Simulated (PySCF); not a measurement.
SMILES O=C[SiH2]C#C at its CAM-B3LYP/def2-SVP optimised geometry (Å):

```
9

C      1.2834    -0.0794     0.0000
C      0.0718    -0.0794     0.0000
Si    -1.7608    -0.0366     0.0369
C     -2.3590     1.3362     1.2522
O     -3.5403     1.5214     1.4022
H      2.3590    -0.0831    -0.0033
H     -2.2988    -1.3362     0.5113
H     -2.2986     0.2761    -1.3107
H     -1.6104     1.9577     1.8164
```

Method: CAM-B3LYP/def2-TZVP (PySCF).

Map of the electron localisation function on the plane z = 0.8 Å:

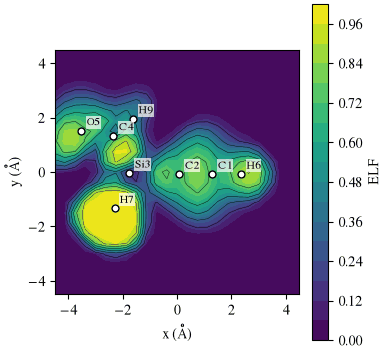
*Electron localisation function on the plane z = 0.8 Å.*
